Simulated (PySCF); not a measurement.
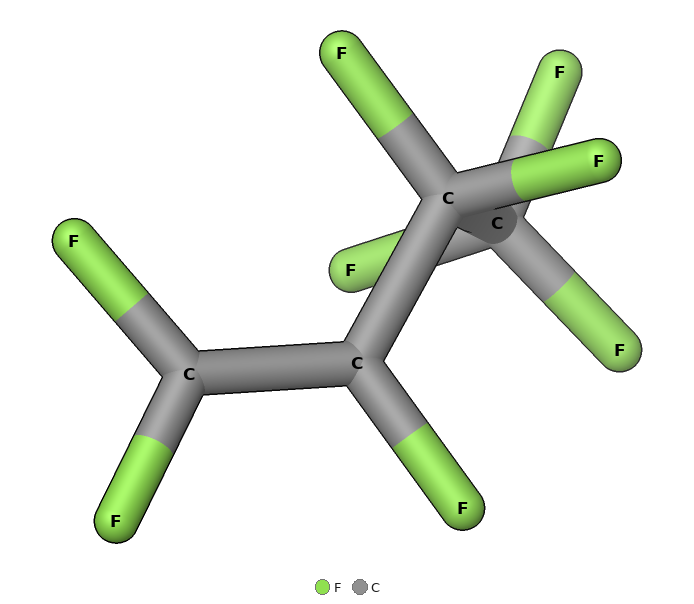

Computed geometry: GFN2-xTB optimisation. No frequency run is at hand to confirm it as a minimum. Level of theory: PBE0/pcSseg-1, gas phase (PySCF 2.14.0).

**Estimate the dipole moment.**

1.00 D.

**Give the HOMO–LUMO gap at this level.**

7.68 eV.

**Estimate the HOMO energy (Kohn–Sham orbital).**

−8.44 eV.
